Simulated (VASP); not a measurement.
# CoCuAs2 with PBE + U: from relaxation to properties, part 2 of 13

Wanted: the relaxed cell of CoCuAs2 and its properties. The cell is invented: it takes the structure of a Materials Project entry for CoNiAs2 (space group 164 there), with some of its atoms replaced by other elements, volume scaled by an estimate. It may not be a known or stable phase.

VASP 6.6.1, plane waves and PAW; the level of theory is named at each step.

Still holding for the runs below: The magnetic state follows from one typed start and may not be the lowest. The k-mesh is coarse for a metal. A U on the itinerant d states of such a compound is hard to justify; it moves the bands at the Fermi level and favours large moments.

So far: The starting structure; Rough relaxation of the start cell.

## 2. Rough relaxation of the start cell (continued)

Level of this step: PBE, DFT+U (Co d 4.5 eV, Cu d 5 eV), spin-polarised from a ferrimagnetic start; plane waves and PAW (As, Cu, Co); invented cell (VASP).

Relaxation path:

```
step  energy less that of the first step (eV)  largest force (eV/Å)  pressure (GPa)  volume (Å³)
   1                                   0.0000                0.3608            2.13        61.63
   2                                  -0.0196                0.2565           -0.59        63.48
   3                                  -0.0197                0.2491           -0.73        63.59
   4                                  -0.0269                0.1402           -0.50        63.37
   5                                  -0.0302                0.0119           -0.07        63.13
```

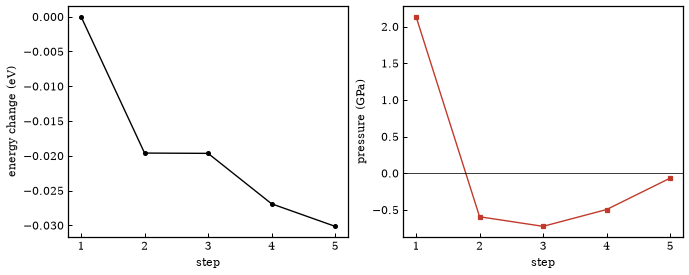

Energy and pressure along the relaxation.

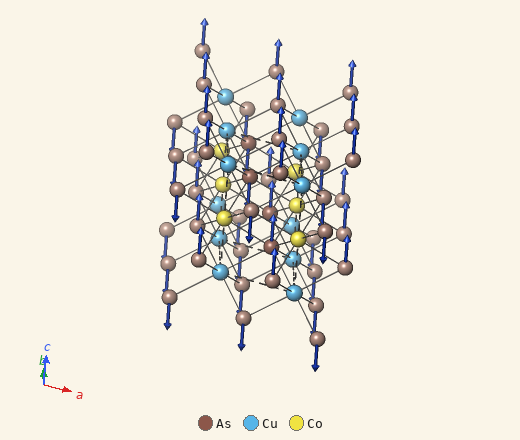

Displacements in the relaxation, exaggerated, measured against the changing cell; the longest in the cell stands for 0.05 Å. 1×2×1 cells are drawn. Some periodic images of atoms are drawn too.

```
conventional cell, symmetrised  before  after  change
                         a (Å)   3.716  3.751  +0.9 %
                         b (Å)   3.716  3.751  +0.9 %
                         c (Å)   5.154  5.181  +0.5 %
              volume (Å³/atom)   15.41  15.78  +2.4 %
```

The atoms that moved most (Å, as changes of fractional coordinates times the final cell):

```
atom     dx     dy      dz  length
 As1  0.000  0.000   0.053   0.053
 As2  0.000  0.000  -0.053   0.053
```

Final coordinates:

```xyz
4
Lattice="3.7510 0.0000 0.0000 -1.8755 3.2484 0.0000 0.0000 0.0000 5.1808" Properties=species:S:1:pos:R:3 pbc="T T T"
As    1.8755    1.0828    1.3990
As    0.0000    2.1656    3.7817
Cu    0.0000    0.0000    0.0000
Co    0.0000    0.0000    2.5904
```

Numbers from this step:

```
electrons                                         : 30
bands                                             : 23
irreducible k-points                              : 12
symmetry operations                               : 12
free energy (TOTEN)                               : -15.34 eV
energy at zero smearing                           : -15.34 eV
Fermi energy                                      : 6.698 eV
pressure                                          : -0.06842 GPa
moment of the cell, from the last line of the log : -1.296 μB
metallic                                          : yes
SCF cycles over all ionic steps                   : 50
```

Spin moment in the PAW sphere by atom:

```
atom  spin moment in the PAW sphere (μB)
 As1                                0.10
 As2                                0.10
 Cu3                                0.03
 Co4                               -1.66
```

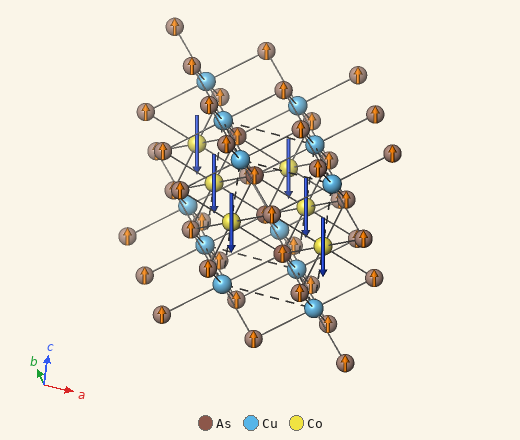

Spin moment in the PAW sphere as arrows, the longest 1.66 μB. Up and down stand for the sign. Arrows give size and sign along the axis of quantisation, drawn up and down the page. Each arrow also spans its atom, so small moments look longer than they are. The two directions have two colours. 1×2×1 cells are drawn. Some periodic images of atoms are drawn too.

It ends with a largest force of 0.012 eV/Å and a pressure of -0.07 GPa.

## 3. Full relaxation (PBE + U)

Properties are meant for the cell that this level of theory prefers, so cell and atoms are relaxed first (ISIF = 3) until forces and stress are small; EDIFFG sets the threshold.

Contents of INCAR:

```
SYSTEM = CoCuAs2
PREC = Accurate
ENCUT = 400
EDIFF = 1E-06
NELM = 100
ISMEAR = 0
SIGMA = 0.05
LREAL = .FALSE.
ALGO = Normal
GGA = PE
NBANDS = 23
ISPIN = 2
MAGMOM = 0 0 0.6 -2
LDAU = .TRUE.
LDAUTYPE = 2
LDAUL = -1 2 2
LDAUU = 0 5 4.5
LDAUJ = 0 0 0
LDAUPRINT = 1
LASPH = .TRUE.
LMAXMIX = 4
LORBIT = 11
LWAVE = .FALSE.
LCHARG = .FALSE.
KPAR = 2
IBRION = 2
NSW = 60
ISIF = 3
EDIFFG = -0.01
```

Contents of POSCAR:

```
CoCuAs2
1.0
    3.7509525776      0.0000000000      0.0000000000
   -1.8754762888      3.2484203400      0.0000000000
    0.0000000000      0.0000000000      5.1807730171
As Cu Co
2 1 1
Direct
    0.6666666700      0.3333333300      0.2700427079
    0.3333333300      0.6666666700      0.7299572921
    0.0000000000      0.0000000000      0.0000000000
    0.0000000000      0.0000000000      0.5000000000
```

Contents of KPOINTS:

```
Automatic mesh
0
Gamma
6 6 4
0 0 0
```

The projector-augmented-wave data sets are As, Cu and Co (PBE family, release 64).

On the command line:

```console
$ mpirun -np 2 vasp_std
```

The program printed:

```text
[... set-up lines as in an earlier step ...]
 entering main loop
       N       E                     dE             d eps       ncg     rms          rms(c)
DAV:   1     0.179037916123E+03    0.17904E+03   -0.11153E+04  2216   0.125E+03
DAV:   2    -0.359246835351E+01   -0.18263E+03   -0.17206E+03  2264   0.274E+02
DAV:   3    -0.153604024169E+02   -0.11768E+02   -0.11304E+02  2763   0.868E+01
DAV:   4    -0.156693091692E+02   -0.30891E+00   -0.30841E+00  2488   0.134E+01
DAV:   5    -0.156794406844E+02   -0.10132E-01   -0.10130E-01  3164   0.266E+00    0.122E+01
DAV:   6    -0.186633412813E+02   -0.29839E+01   -0.28776E+01  2418   0.941E+01    0.210E+01
DAV:   7    -0.148811455465E+02    0.37822E+01   -0.11247E+01  2633   0.674E+01    0.375E+00
DAV:   8    -0.149158375585E+02   -0.34692E-01   -0.15733E+00  3030   0.342E+01    0.255E+00
DAV:   9    -0.150002626582E+02   -0.84425E-01   -0.57080E-01  3674   0.177E+01    0.212E+00
DAV:  10    -0.150440772670E+02   -0.43815E-01   -0.16815E-01  3240   0.585E+00    0.163E+00
DAV:  11    -0.150768640997E+02   -0.32787E-01   -0.49376E-02  3427   0.302E+00    0.131E+00
DAV:  12    -0.151365119009E+02   -0.59648E-01   -0.26532E-01  3603   0.713E+00    0.131E+00
DAV:  13    -0.151614534330E+02   -0.24942E-01   -0.61171E-02  3877   0.266E+00    0.131E+00
DAV:  14    -0.151240482386E+02    0.37405E-01   -0.12457E-01  3552   0.336E+00    0.118E+00
DAV:  15    -0.151153104024E+02    0.87378E-02   -0.25898E-02  3595   0.985E-01    0.929E-01
DAV:  16    -0.151049893565E+02    0.10321E-01   -0.10210E-01  3536   0.204E+00    0.508E-01
DAV:  17    -0.151050966648E+02   -0.10731E-03   -0.18089E-02  3414   0.956E-01    0.327E-01
DAV:  18    -0.151052855646E+02   -0.18890E-03   -0.10502E-02  3712   0.979E-01    0.154E-01
DAV:  19    -0.151051489180E+02    0.13665E-03   -0.37322E-03  3760   0.449E-01    0.817E-02
DAV:  20    -0.151048579910E+02    0.29093E-03   -0.71914E-03  3392   0.580E-01    0.340E-02
DAV:  21    -0.151049564629E+02   -0.98472E-04   -0.63967E-04  3412   0.183E-01    0.357E-02
DAV:  22    -0.151049454225E+02    0.11040E-04   -0.77816E-05  3304   0.950E-02    0.250E-02
DAV:  23    -0.151049282082E+02    0.17214E-04   -0.28722E-04  3474   0.118E-01    0.766E-03
DAV:  24    -0.151049305856E+02   -0.23774E-05   -0.11008E-05  2933   0.404E-02    0.252E-03
DAV:  25    -0.151049304666E+02    0.11909E-06   -0.85767E-07  1179   0.106E-02
   1 F= -.15104930E+02 E0= -.15103685E+02  d E =-.151049E+02  mag=    -1.1133
 curvature:   0.00 expect dE= 0.000E+00 dE for cont linesearch  0.000E+00
 trial: gam= 0.00000 g(F)=  0.105E-01 g(S)=  0.437E-01 ort = 0.000E+00 (trialstep = 0.100E+01)
 search vector abs. value=  0.542E-01
 bond charge predicted
       N       E                     dE             d eps       ncg     rms          rms(c)
DAV:   1    -0.153881600891E+02   -0.28323E+00   -0.49373E+00  2786   0.364E+01    0.421E+00
DAV:   2    -0.154382391504E+02   -0.50079E-01   -0.26347E+00  2566   0.376E+01    0.488E+00
DAV:   3    -0.151829947022E+02    0.25524E+00   -0.11042E+00  2714   0.254E+01    0.178E+00
DAV:   4    -0.151556706977E+02    0.27324E-01   -0.18563E-01  2920   0.150E+01    0.979E-01
DAV:   5    -0.151506554312E+02    0.50153E-02   -0.68082E-02  3398   0.608E+00    0.379E-01
DAV:   6    -0.151591193946E+02   -0.84640E-02   -0.28668E-02  3481   0.136E+00    0.371E-01
DAV:   7    -0.151693798275E+02   -0.10260E-01   -0.25934E-02  3609   0.111E+00    0.473E-01
DAV:   8    -0.151506859004E+02    0.18694E-01   -0.11059E-01  3352   0.242E+00    0.407E-01
DAV:   9    -0.151415332386E+02    0.91527E-02   -0.94286E-02  3632   0.226E+00    0.200E-01
DAV:  10    -0.151427923460E+02   -0.12591E-02   -0.81764E-03  3427   0.973E-01    0.101E-01
DAV:  11    -0.151432906849E+02   -0.49834E-03   -0.23982E-03  3522   0.392E-01    0.798E-02
DAV:  12    -0.151433952181E+02   -0.10453E-03   -0.43142E-04  3532   0.251E-01    0.664E-02
DAV:  13    -0.151434909257E+02   -0.95708E-04   -0.67940E-04  3509   0.327E-01    0.516E-02
DAV:  14    -0.151434145154E+02    0.76410E-04   -0.57721E-04  3577   0.194E-01    0.179E-02
DAV:  15    -0.151434008822E+02    0.13633E-04   -0.26192E-04  3603   0.134E-01    0.192E-02
DAV:  16    -0.151434052539E+02   -0.43717E-05   -0.13673E-05  3168   0.807E-02    0.882E-03
DAV:  17    -0.151434056504E+02   -0.39651E-06   -0.16707E-06  1398   0.288E-02
   2 F= -.15143406E+02 E0= -.15141492E+02  d E =-.384752E-01  mag=    -1.0228
[... from here on, the cycles between the ionic steps are left out ...]
   3 F= -.15149166E+02 E0= -.15147973E+02  d E =-.442359E-01  mag=    -1.0284
   4 F= -.15150640E+02 E0= -.15149384E+02  d E =-.457098E-01  mag=    -1.0014
   5 F= -.15166629E+02 E0= -.15165442E+02  d E =-.159884E-01  mag=    -1.0116
   6 F= -.15170113E+02 E0= -.15168868E+02  d E =-.194731E-01  mag=    -1.0721
   7 F= -.15171573E+02 E0= -.15170297E+02  d E =-.145986E-02  mag=    -1.0185
   8 F= -.15171916E+02 E0= -.15170771E+02  d E =-.180221E-02  mag=    -1.0168
   9 F= -.15172301E+02 E0= -.15171051E+02  d E =-.385257E-03  mag=    -1.0019
  10 F= -.15172709E+02 E0= -.15171430E+02  d E =-.793404E-03  mag=    -0.9950
  11 F= -.15172328E+02 E0= -.15171160E+02  d E =-.412540E-03  mag=    -0.9849
  12 F= -.15172765E+02 E0= -.15171496E+02  d E =-.849482E-03  mag=    -0.9920
  13 F= -.15173033E+02 E0= -.15171800E+02  d E =-.267619E-03  mag=    -0.9938
  14 F= -.15173290E+02 E0= -.15172108E+02  d E =-.525319E-03  mag=    -0.9971
  15 F= -.15173246E+02 E0= -.15172144E+02  d E =-.480954E-03  mag=    -1.0069
  16 F= -.15173364E+02 E0= -.15172223E+02  d E =-.599151E-03  mag=    -1.0011
  17 F= -.15173397E+02 E0= -.15172257E+02  d E =-.331858E-04  mag=    -1.0002
  18 F= -.15173481E+02 E0= -.15172345E+02  d E =-.116447E-03  mag=    -0.9963
 curvature:  -1.07 expect dE=-0.748E-04 dE for cont linesearch -0.500E-04
 ZBRENT: increasing intervall
 opt :   3.6943  next Energy=   -15.173581 (dE=-0.217E-03)
 bond charge predicted
       N       E                     dE             d eps       ncg     rms          rms(c)
DAV:   1    -0.151736005741E+02   -0.12089E-03   -0.84937E-03  2324   0.715E-01    0.927E-02
DAV:   2    -0.151737060764E+02   -0.10550E-03   -0.18754E-03  2948   0.908E-01    0.114E-01
DAV:   3    -0.151735830885E+02    0.12299E-03   -0.74987E-04  2927   0.606E-01    0.513E-02
DAV:   4    -0.151735680444E+02    0.15044E-04   -0.92454E-05  3006   0.352E-01    0.247E-02
DAV:   5    -0.151735789092E+02   -0.10865E-04   -0.52451E-05  3731   0.934E-02    0.214E-02
DAV:   6    -0.151735907376E+02   -0.11828E-04   -0.31455E-05  3240   0.639E-02    0.203E-02
DAV:   7    -0.151735693960E+02    0.21342E-04   -0.89200E-05  2891   0.107E-01    0.161E-02
DAV:   8    -0.151735416698E+02    0.27726E-04   -0.42664E-04  3380   0.219E-01    0.119E-02
DAV:   9    -0.151735407624E+02    0.90740E-06   -0.12584E-04  3742   0.957E-02    0.635E-03
DAV:  10    -0.151735413487E+02   -0.58629E-06   -0.14098E-05  2507   0.261E-02    0.227E-03
DAV:  11    -0.151735406702E+02    0.67853E-06   -0.94717E-06  1621   0.332E-02
  19 F= -.15173541E+02 E0= -.15172444E+02  d E =-.176458E-03  mag=    -1.0014
 curvature:  -2.16 expect dE=-0.422E-05 dE for cont linesearch -0.624E-07
 trial: gam=-0.01251 g(F)=  0.440E-07 g(S)=  0.191E-05 ort = 0.166E-05 (trialstep = 0.103E+01)
 search vector abs. value=  0.193E-05
 reached required accuracy - stopping structural energy minimisation
```

Wall time 7 min (2 MPI ranks of Intel Xeon 6975P-C (Granite Rapids), shared host); peak memory 0.38 GiB.

OUTCAR, selected parts (step 3):

```text
  LATTYP: Found a hexagonal cell.
 ALAT       =     3.7509525776
 C/A-ratio  =     1.3811886207

The static configuration has the point symmetry D_3d.

 Found     24 irreducible k-points:

   k-points           NKPTS =     24   k-points in BZ     NKDIM =     24   number of bands    NBANDS=     23

   dimension x,y,z NGX =    24 NGY =   24 NGZ =   36
   dimension x,y,z NGXF=    48 NGYF=   48 NGZF=   72

   ENCUT  =  400.0 eV  29.40 Ry    5.42 a.u.   6.12  6.12  8.45*2*pi/ulx,y,z

   NELECT =      30.0000    total number of electrons

atom =   3  type =  2  l = 2

 onsite density matrix

spin component  1

  0.9342  0.0000 -0.0000 -0.0091  0.0000
  0.0000  0.9498 -0.0000  0.0000 -0.0091
 -0.0000 -0.0000  0.9085  0.0000  0.0000
 -0.0091  0.0000  0.0000  0.9498  0.0000
  0.0000 -0.0091  0.0000  0.0000  0.9342

spin component  2

  0.9393  0.0000 -0.0000 -0.0095  0.0000
  0.0000  0.9376 -0.0000  0.0000 -0.0095
 -0.0000 -0.0000  0.9421  0.0000  0.0000
 -0.0095  0.0000  0.0000  0.9376  0.0000
  0.0000 -0.0095  0.0000  0.0000  0.9393

 occupancies and eigenvectors

  o =  0.9085  v = -0.0000  0.0000 -1.0000  0.0000  0.0000  0.0000  0.0000  0.0000  0.0000  0.0000      0.0000  0.0000  0.0000  0.0000  0.0000  0.0000  0.0000  0.0000  0.0000  0.0000
  o =  0.9289  v =  0.0000  0.0000  0.0000  0.0000  0.0000 -0.6750  0.0000 -0.0000 -0.7379  0.0000      0.0000  0.0000  0.0000  0.0000  0.0000  0.0000  0.0000  0.0000  0.0000  0.0000
  o =  0.9289  v =  0.0000  0.0000  0.0000  0.0000  0.0000  0.0000 -0.7379  0.0000 -0.0000 -0.6750      0.0000  0.0000  0.0000  0.0000  0.0000  0.0000  0.0000  0.0000  0.0000  0.0000
  o =  0.9300  v = -0.9091 -0.0000 -0.0000 -0.4166 -0.0000  0.0000  0.0000  0.0000  0.0000  0.0000      0.0000  0.0000  0.0000  0.0000  0.0000  0.0000  0.0000  0.0000  0.0000  0.0000
  o =  0.9300  v = -0.0000  0.4166  0.0000 -0.0000  0.9091  0.0000  0.0000  0.0000  0.0000  0.0000      0.0000  0.0000  0.0000  0.0000  0.0000  0.0000  0.0000  0.0000  0.0000  0.0000
  o =  0.9421  v =  0.0000  0.0000  0.0000  0.0000  0.0000  0.0000 -0.0000 -1.0000  0.0000  0.0000      0.0000  0.0000  0.0000  0.0000  0.0000  0.0000  0.0000  0.0000  0.0000  0.0000
  o =  0.9479  v =  0.0000  0.0000  0.0000  0.0000  0.0000 -0.7379 -0.0000  0.0000  0.6750 -0.0000      0.0000  0.0000  0.0000  0.0000  0.0000  0.0000  0.0000  0.0000  0.0000  0.0000
  o =  0.9479  v =  0.0000  0.0000  0.0000  0.0000  0.0000  0.0000  0.6750 -0.0000  0.0000 -0.7379      0.0000  0.0000  0.0000  0.0000  0.0000  0.0000  0.0000  0.0000  0.0000  0.0000
  o =  0.9540  v = -0.4166  0.0000 -0.0000  0.9091 -0.0000  0.0000  0.0000  0.0000  0.0000  0.0000      0.0000  0.0000  0.0000  0.0000  0.0000  0.0000  0.0000  0.0000  0.0000  0.0000
  o =  0.9540  v = -0.0000 -0.9091  0.0000  0.0000  0.4166  0.0000  0.0000  0.0000  0.0000  0.0000      0.0000  0.0000  0.0000  0.0000  0.0000  0.0000  0.0000  0.0000  0.0000  0.0000

atom =   4  type =  3  l = 2

 onsite density matrix

spin component  1

  0.7008 -0.0000 -0.0000  0.2554  0.0000
 -0.0000  0.5905  0.0000 -0.0000  0.2554
 -0.0000  0.0000  0.5389  0.0000  0.0000
  0.2554 -0.0000  0.0000  0.5905 -0.0000
  0.0000  0.2554  0.0000 -0.0000  0.7008

spin component  2

  0.8701 -0.0000 -0.0000  0.0434  0.0000
 -0.0000  0.8888  0.0000  0.0000  0.0434
 -0.0000  0.0000  0.9133 -0.0000  0.0000
  0.0434  0.0000 -0.0000  0.8888  0.0000
  0.0000  0.0434  0.0000  0.0000  0.8701

 occupancies and eigenvectors

  o =  0.3844  v =  0.6281  0.0000  0.0000 -0.7781 -0.0000  0.0000  0.0000  0.0000  0.0000  0.0000      0.0000  0.0000  0.0000  0.0000  0.0000  0.0000  0.0000  0.0000  0.0000  0.0000
  o =  0.3844  v =  0.0000 -0.7781 -0.0000  0.0000  0.6281  0.0000  0.0000  0.0000  0.0000  0.0000      0.0000  0.0000  0.0000  0.0000  0.0000  0.0000  0.0000  0.0000  0.0000  0.0000
  o =  0.5389  v =  0.0000 -0.0000  1.0000  0.0000 -0.0000  0.0000  0.0000  0.0000  0.0000  0.0000      0.0000  0.0000  0.0000  0.0000  0.0000  0.0000  0.0000  0.0000  0.0000  0.0000
  o =  0.8351  v =  0.0000  0.0000  0.0000  0.0000  0.0000 -0.7778 -0.0000 -0.0000  0.6286  0.0000      0.0000  0.0000  0.0000  0.0000  0.0000  0.0000  0.0000  0.0000  0.0000  0.0000
  o =  0.8351  v =  0.0000  0.0000  0.0000  0.0000  0.0000  0.0000  0.6286  0.0000  0.0000 -0.7778      0.0000  0.0000  0.0000  0.0000  0.0000  0.0000  0.0000  0.0000  0.0000  0.0000
  o =  0.9069  v = -0.7781  0.0000  0.0000 -0.6281 -0.0000  0.0000  0.0000  0.0000  0.0000  0.0000      0.0000  0.0000  0.0000  0.0000  0.0000  0.0000  0.0000  0.0000  0.0000  0.0000
  o =  0.9069  v =  0.0000 -0.6281 -0.0000  0.0000 -0.7781  0.0000  0.0000  0.0000  0.0000  0.0000      0.0000  0.0000  0.0000  0.0000  0.0000  0.0000  0.0000  0.0000  0.0000  0.0000
  o =  0.9133  v =  0.0000  0.0000  0.0000  0.0000  0.0000  0.0000  0.0000 -1.0000  0.0000  0.0000      0.0000  0.0000  0.0000  0.0000  0.0000  0.0000  0.0000  0.0000  0.0000  0.0000
  o =  0.9238  v =  0.0000  0.0000  0.0000  0.0000  0.0000  0.6286 -0.0000 -0.0000  0.7778  0.0000      0.0000  0.0000  0.0000  0.0000  0.0000  0.0000  0.0000  0.0000  0.0000  0.0000
  o =  0.9238  v =  0.0000  0.0000  0.0000  0.0000  0.0000  0.0000 -0.7778 -0.0000 -0.0000 -0.6286      0.0000  0.0000  0.0000  0.0000  0.0000  0.0000  0.0000  0.0000  0.0000  0.0000

 E-fermi :   6.8352

 spin component 1
 k-point     1 :       0.0000    0.0000    0.0000
  band No.  band energies     occupation
    ...
      8       2.7289      1.00000
      9       3.9335      1.00000
     10       3.9335      1.00000
     11       5.6316      1.00000
     12       5.6316      1.00000
     13       7.2370      0.00000
     14       7.2370      0.00000
     15       7.4802      0.00000
     16       8.9069      0.00000
     17      10.0473      0.00000
    ...

 k-point     2 :       0.1667    0.0000    0.0000
  band No.  band energies     occupation
    ...
     10       3.9737      1.00000
     11       5.3712      1.00000
     12       5.5010      1.00000
     13       5.6261      1.00000
     14       6.6907      0.99998
     15       7.4253      0.00000
     16       8.9627      0.00000
     17       9.4567      0.00000
     18      10.4147      0.00000
     19      11.9636      0.00000
    ...

 k-point     3 :       0.3333    0.0000    0.0000
  band No.  band energies     occupation
    ...
     11       4.2423      1.00000
     12       4.9104      1.00000
     13       5.0731      1.00000
     14       6.0731      1.00000
     15       6.7787      0.94506
     16       7.6707      0.00000
     17       9.2857      0.00000
     18      10.8163      0.00000
     19      11.3430      0.00000
     20      12.9056      0.00000
    ...

 k-point     4 :       0.5000    0.0000    0.0000
  band No.  band energies     occupation
    ...
     11       4.1395      1.00000
     12       4.2953      1.00000
     13       4.7575      1.00000
     14       5.6144      1.00000
     15       5.9306      1.00000
     16       7.2782      0.00000
     17       9.1051      0.00000
     18      10.9454      0.00000
     19      11.0982      0.00000
     20      12.3679      0.00000
    ...

  Total       -0.0022301     -0.0022301      0.0121817      0.0000000      0.0000000      0.0000000
  in kB       -0.0577928     -0.0577928      0.3156899      0.0000000      0.0000000      0.0000000
  external PRESSURE =       0.0667014 kB  Pullay stress =       0.0000000 kB

  energy-cutoff  :      400.00
  volume of cell :       61.82
      direct lattice vectors                 reciprocal lattice vectors
     3.777851011  0.000000000  0.000000000     0.264700751  0.152825044  0.000000000
    -1.888925506  3.271715069  0.000000000    -0.000000000  0.305650088  0.000000000
    -0.000000000 -0.000000000  5.001936443    -0.000000000 -0.000000000  0.199922572

 POSITION                                       TOTAL-FORCE (eV/Angst)
 -----------------------------------------------------------------------------------
      1.88893      1.09057      1.43271        -0.000000     -0.000000      0.000675
     -0.00000      2.18114      3.56923         0.000000      0.000000     -0.000675
      3.77785      0.00000      0.00000        -0.000000      0.000000      0.000000
      1.88893      3.27172      2.50097        -0.000000      0.000000      0.000000
 -----------------------------------------------------------------------------------
    total drift:                                0.000000     -0.000000     -0.000000

  FREE ENERGIE OF THE ION-ELECTRON SYSTEM (eV)
  ---------------------------------------------------
  free  energy   TOTEN  =       -15.1735406702 eV

  energy  without entropy=      -15.1713476352  energy(sigma->0) =      -15.17244415

 total charge
# of ion       s       p       d       tot
------------------------------------------
    1        1.250   1.415   0.059   2.723
    2        1.250   1.415   0.059   2.723
    3        0.389   0.339   9.350  10.079
    4        0.431   0.513   7.519   8.463
--------------------------------------------------
tot          3.319   3.682  16.987  23.988

 magnetization (x)
# of ion       s       p       d       tot
------------------------------------------
    1       -0.008   0.091   0.002   0.085
    2       -0.008   0.091   0.002   0.085
    3        0.002   0.022  -0.019   0.004
    4       -0.006  -0.011  -1.310  -1.327
--------------------------------------------------
tot         -0.019   0.193  -1.326  -1.152

[... 2 parts as in an earlier step ...]

[... 11 further parts left out ...]
```

CONTCAR:

```
CoCuAs2
   1.00000000000000
     3.7778510110634622    0.0000000000000000    0.0000000000000000
    -1.8889255055317311    3.2717150692197898    0.0000000000000000
    -0.0000000000000000   -0.0000000000000000    5.0019364429753290
  As              Cu              Co
     2     1     1
Direct
     0.6666666699999979    0.3333333300000021    0.2864302301184318
     0.3333333300000021    0.6666666699999979    0.7135697698815683
     1.0000000000000000    0.0000000000000000    0.0000000000000000
     1.0000000000000000    1.0000000000000000    0.5000000000000000
```

(Part 2 of 13 ends here.)

[Lines on the potential files, build, host, timing and source positions are cut from VASP's logs without a mark.]

[Logs are printed without paths, hosts, clocks, repeated set-up lines and the standing remarks that a program may print on its own settings, such as how far it seeks lower states.]

[Hosts, paths, dates, database ids (printed as entryN), source tags and the programs' standing remarks are cut or masked in the printed files.]

[A measured line is paired with the nearest computed mode of its activity, which favours agreement.]

[In band tables of VASP the shares of atoms and orbitals are scaled to a sum of 1 inside the atoms' spheres.]
